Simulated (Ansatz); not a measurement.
# Calculations on H11C2NO4

**1. Relaxation**

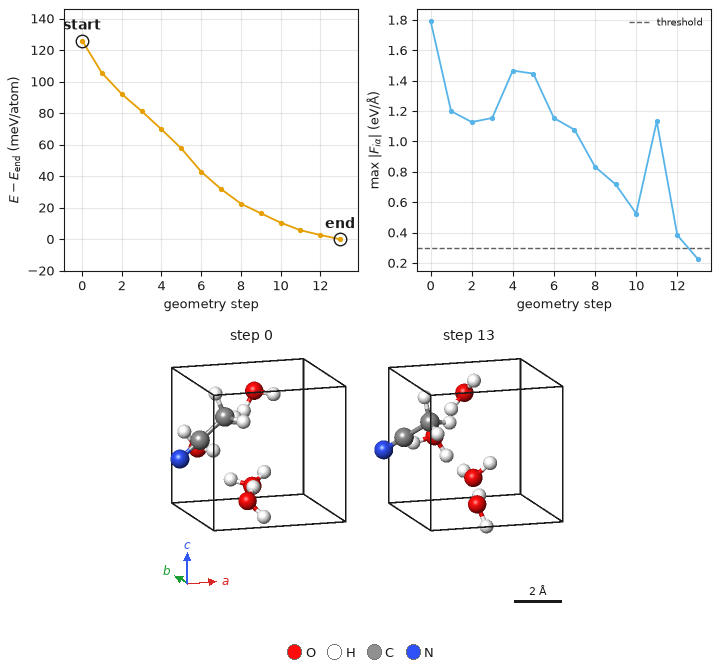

First and last geometry of a relaxation of an amorphous cell of composition H11C2NO4, with the history of the run. The picture is a ball-and-stick view of the cell of the calculation, seen slightly off an axis.

The cell holds 4 H2O + 1 CH3CN. The run prepares the start of a later molecular dynamics calculation, from a guessed geometry.

All numbers below come from DFT LDA, scalar-relativistic, plane waves, PAW (Ansatz 0.2.0).

Input
```yaml
accuracy: low
crystal:
  lattice:
    - [5.915482, 0.0, 0.0]
    - [0.0, 5.915482, 0.0]
    - [0.0, 0.0, 5.915482]
  atoms:
    - { symbol: O, position: [0.3023926, 0.1455199, 0.1689759] }
    - { symbol: H, position: [0.3850077, 0.2662459, 0.2425204] }
    - { symbol: H, position: [0.4074146, 0.0879401, 0.0573347] }
    - { symbol: O, position: [0.5270086, 0.735927, 0.145836] }
    - { symbol: H, position: [0.3883515, 0.8126434, 0.1870378] }
    - { symbol: H, position: [0.6436326, 0.8202179, 0.2239557] }
    - { symbol: O, position: [0.6370635, 1.0331297, 0.7807074] }
    - { symbol: H, position: [0.554154, 1.0222316, 0.639938] }
    - { symbol: H, position: [0.7437701, 0.9091498, 0.7735306] }
    - { symbol: O, position: [0.1350256, 0.8068695, 0.4336566] }
    - { symbol: H, position: [0.2068783, 0.6600611, 0.4433143] }
    - { symbol: H, position: [0.0352538, 0.8107518, 0.563423] }
    - { symbol: C, position: [0.196453, 0.3536641, 0.7548041] }
    - { symbol: C, position: [0.0084586, 0.3550716, 0.5946841] }
    - { symbol: "N", position: [-0.1431839, 0.356207, 0.4655262] }
    - { symbol: H, position: [0.3146805, 0.4896602, 0.7150733] }
    - { symbol: H, position: [0.1336437, 0.3777059, 0.9266418] }
    - { symbol: H, position: [0.2859837, 0.192541, 0.746154] }
basis:
  ecutwfc: 420.0
kpoints:
  mp_grid: { grid: [1, 1, 1] }
hamiltonian:
  xc: lda
scf:
  occupations: { method: fermi_dirac, width: 0.02 }
  lower_state_search: "off"
relax:
  f_tol: 0.3
  max_steps: 15
  adjacent_minimum: "off"
```

Command:
```bash
ansatz run input.yaml --threads 1 --pin off --max-ram 3072MiB --backend cpu --events-out ev --progress --plain --runs-dir out
```

Question: Did the run converge, and what did it change?

Answer: It converged. Over 13 geometry steps the energy falls by 126 meV per atom. Largest force component: 1.8 eV/Å at the start, 0.23 eV/Å at the end. The atom that moves furthest is H18 (1.30 Å along [−3 −1 −1]). By element the largest moves are H 1.30 Å, N 1.14 Å, O 1.00 Å, C 0.72 Å. The cell stays as it was. Among the contacts that change: O1–H3 0.969 → 1.022 Å, C13–C14 1.461 → 1.421 Å, O10–H11 0.969 → 1.007 Å, O4–H5 0.969 → 1.003 Å. Among the angles between lasting bonds that change: H5–O4–H6 104.0° → 111.4°, C13–C14–N15 180.0° → 176.2°, H2–O1–H3 104.0° → 107.5°. The run took 13 s on 1 thread of Arm Neoverse V2, on a shared host, peak memory 0.29 GiB.

Limits of the set-up: the program's low-accuracy preset was used; the periodic images lie only 5.9 Å apart, so the values are limited by the cell's size.

**2. Dynamics**

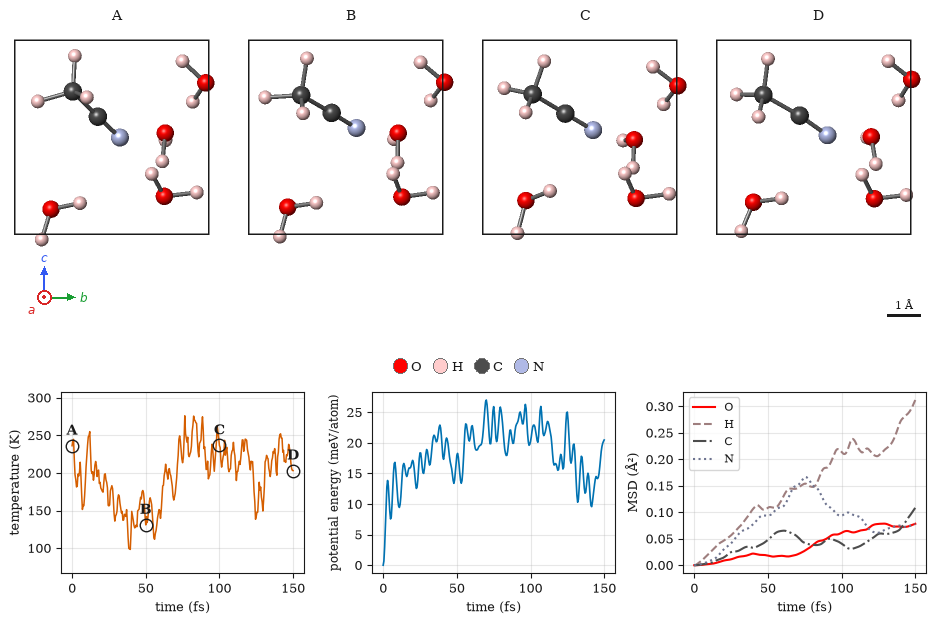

First-principles dynamics of a periodic cell with 4 H2O + 1 CH3CN at 0.907 g/cm³, 150 fs long. Frames (A at 0 fs, B at 50 fs, C at 100 fs, D at 150 fs) and the history of the run. The picture is a ball-and-stick view of the simulation cell, seen along the a axis.

Level of theory: DFT LDA, scalar-relativistic, plane waves, PAW in Ansatz 0.2.0. Set-up: plane-wave cutoff 420 eV; k-point mesh 1 × 1 × 1; Fermi-Dirac smearing 0.02 eV; low-accuracy preset; Langevin thermostat (NVT); set temperature 250 K; time step 0.5 fs; friction 0.02 per fs.

> What happens in this trajectory?

Over the second half the temperature averages 221 K (spread ±27 K). The potential energy is still drifting at the end, so the run hasn't reached equilibrium. The potential energy in the second half lies on average 19.4 meV per atom above the first frame. Root-mean-square distances from the starting positions over the second half, with the common drift of all atoms taken out: H 0.47 Å, N 0.31 Å, O 0.25 Å, C 0.23 Å. The heavy atoms stay within a fraction of a molecule's size of their starting places; so short a run doesn't tell a liquid from a solid.

Limits of the set-up: the program's low-accuracy preset was used; the periodic images lie only 5.9 Å apart, so the values are limited by the cell's size.

The run took 2.1 min on 1 thread of Arm Neoverse V2, on a shared host, peak memory 0.29 GiB.

**3. Dynamics**

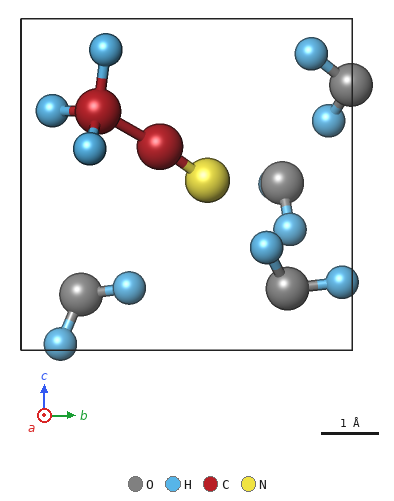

Starting frame of a dynamics run of a periodic cell with 4 H2O + 1 CH3CN at 0.907 g/cm³. It starts from the last geometry of an earlier run, with fresh velocities. The picture is a ball-and-stick view of the simulation cell, seen along the a axis.

Theory: DFT LDA, scalar-relativistic, plane waves, PAW (Ansatz).

Input file:
```yaml
accuracy: low
crystal:
  lattice:
    - [5.915482, 0.0, 0.0]
    - [0.0, 5.915482, 0.0]
    - [0.0, 0.0, 5.915482]
  atoms:
    - { symbol: O, position: [0.3817315, 0.18121158, 0.16788614] }
    - { symbol: H, position: [0.45406239, 0.32664677, 0.18759993] }
    - { symbol: H, position: [0.41712886, 0.11872171, 0.01836972] }
    - { symbol: O, position: [0.61471039, 0.80432774, 0.18573998] }
    - { symbol: H, position: [0.59879223, 0.96897998, 0.20482244] }
    - { symbol: H, position: [0.7203379, 0.74132771, 0.30958993] }
    - { symbol: O, position: [0.55521014, 0.99604179, 0.8005389] }
    - { symbol: H, position: [0.44830491, 0.92853199, 0.69227907] }
    - { symbol: H, position: [0.62609074, 0.87623299, 0.89445855] }
    - { symbol: O, position: [0.28417781, 0.78833234, 0.50447497] }
    - { symbol: H, position: [0.36465376, 0.81183539, 0.36443128] }
    - { symbol: H, position: [0.11884731, 0.76667517, 0.50132773] }
    - { symbol: C, position: [0.028101, 0.23225424, 0.72067959] }
    - { symbol: C, position: [-0.07143448, 0.41927416, 0.61406275] }
    - { symbol: "N", position: [-0.16176428, 0.56267991, 0.51265713] }
    - { symbol: H, position: [0.17713443, 0.20735043, 0.6078182] }
    - { symbol: H, position: [0.06606104, 0.25602933, 0.90631988] }
    - { symbol: H, position: [-0.10562567, 0.09454018, 0.72269325] }
basis:
  ecutwfc: 420.0
kpoints:
  mp_grid: { grid: [1, 1, 1] }
hamiltonian:
  xc: lda
scf:
  occupations: { method: fermi_dirac, width: 0.02 }
  lower_state_search: "off"
md:
  timestep: 0.5
  n_steps: 400
  ensemble: nvt_langevin
  temperature: 250.0
  initial_velocities: maxwell_boltzmann
  seed: 810664
  friction: 0.005
```

Command:
```bash
ansatz run input.yaml --threads 1 --pin off --max-ram 3072MiB --backend cpu --events-out ev --progress --plain --runs-dir out
```

> What does the trajectory do?

Over the second half the temperature averages 206 K (spread ±35 K). The potential energy in the second half lies on average 2.1 meV per atom below the first frame. In the second half of the run the atoms are, in the root-mean-square, this far from where they began (common drift taken out): N 0.69 Å, H 0.33 Å, C 0.25 Å, O 0.24 Å. The heavy atoms stay within a fraction of a molecule's size of their starting places; so short a run doesn't tell a liquid from a solid.

Along the run (each row but the first and the last is the mean over the interval that it begins):

```csv
time (fs),potential energy (meV/atom),T (K)
0.0,0.0,236
20.0,5.5,234
40.0,-0.7,247
60.0,-4.2,202
80.0,-1.7,206
100.0,-0.5,193
120.0,0.5,178
140.0,-3.6,196
160.0,-4.3,214
180.0,-2.6,248
200.0,-5.9,264
```

The paths of the atoms:

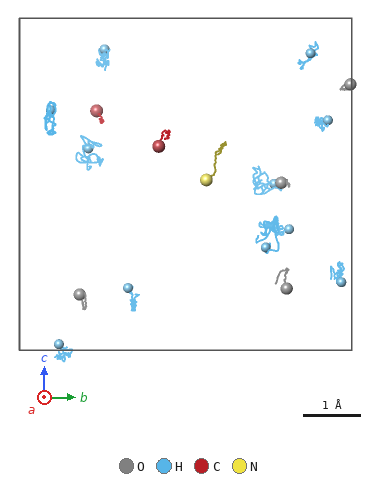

Limits of the set-up: the program's low-accuracy preset was used; the periodic images lie only 5.9 Å apart, so the values are limited by the cell's size.

The run took 2.8 min on 1 thread of Arm Neoverse V2, on a shared host, peak memory 0.29 GiB.
